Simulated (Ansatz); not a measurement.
# Cutoff, mesh or smearing: what limits a work function? Na(100), Al(111), Al(110), Cu(110), Rh(111) and Ba(110)

One slab of each metal is run with one setting changed at a time. Which setting moves the work function most, and which can be cut?

Set-up. Ansatz 0.2.0, plane waves with PAW datasets (its set soft_2), PBE; unrelaxed symmetric slabs of 7 layers, 18 Å of vacuum. The reference has 420 eV, the mesh listed and Fermi-Dirac smearing of 0.1 eV; the other columns give the change in eV.

What came out:

| face | mesh | reference (eV) | 300 eV | 600 eV | mesh × 1/3 | mesh × 2/3 | mesh × 3/2 | Gaussian 0.05 | cold 0.1 | Methfessel-Paxton 0.2 | Fermi-Dirac 0.3 |
| --- | --- | --- | --- | --- | --- | --- | --- | --- | --- | --- | --- |
| Na(100) | 10×10 | 2.665 | −0.001 | 0.000 | +0.142 | +0.002 | +0.006 | −0.042 | −0.023 | −0.018 | +0.132 |
| Al(111) | 16×16 | 4.039 | −0.002 | 0.000 | −0.021 | −0.019 | +0.002 | −0.012 | −0.011 | −0.008 | +0.049 |
| Al(110) | 10×14 | 4.037 | −0.004 | 0.000 | +0.159 | −0.009 | −0.006 | +0.011 | +0.008 | −0.005 | +0.074 |
| Cu(110) | 11×16 | 4.317 | −0.001 | −0.001 | +0.056 | −0.002 | 0.000 | −0.008 | −0.008 | −0.006 | +0.053 |
| Rh(111) | 17×17 | 5.165 | +0.007 | 0.000 | −0.015 | +0.005 | −0.003 | −0.004 | +0.007 | +0.005 | −0.027 |
| Ba(110) | 10×10 | 2.440 | 0.000 | 0.000 | +0.018 | 0.000 | 0.000 | −0.048 | −0.048 | −0.058 | +0.361 |

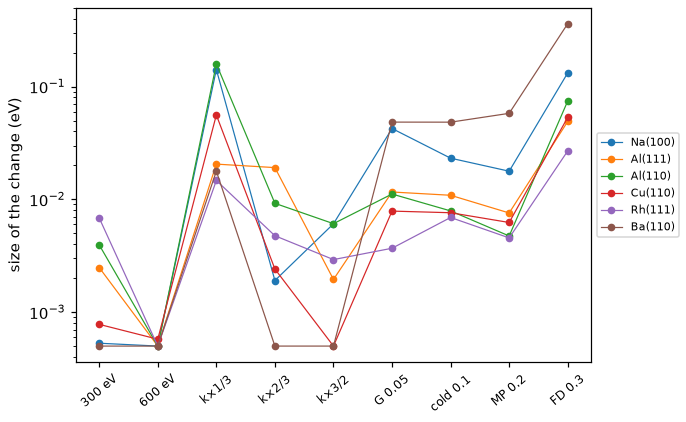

Size of the change against the reference; values under 0.0005 eV are drawn at that line.

What this shows: The largest change of a row comes from the hot smearing on 3 faces, from the coarsest mesh on 3 and from another setting on 0. Runs at 200 eV and on a still coarser mesh, made as deliberately poor settings, are not listed. 600 eV moves no value by more than 0.001 eV, and 300 eV none by more than 0.007 eV. A mesh with a third of the points along each axis is off by up to 0.16 eV (Al(110)) and two thirds by up to 0.019 eV; three halves still move Al(110) by 0.006 eV. The three narrow or corrected schemes, nearer to zero temperature, lie −0.05 to 0.00 eV from the reference on average: on Ba(110) they agree with each other, so the reference's own smearing of 0.1 eV is an error there, larger than that of cutoff or of the two finer meshes. Fermi-Dirac smearing of 0.3 eV, an electron temperature near 3,500 K, moves Ba(110) by 0.36 eV.

**Limits.** Where those three schemes disagree, their widths or the mesh may be the cause; they were not run on a finer mesh. One setting changes at a time, and errors need not add; the faces are unrelaxed and unreconstructed. The table is a selection: not every member that was run is listed.
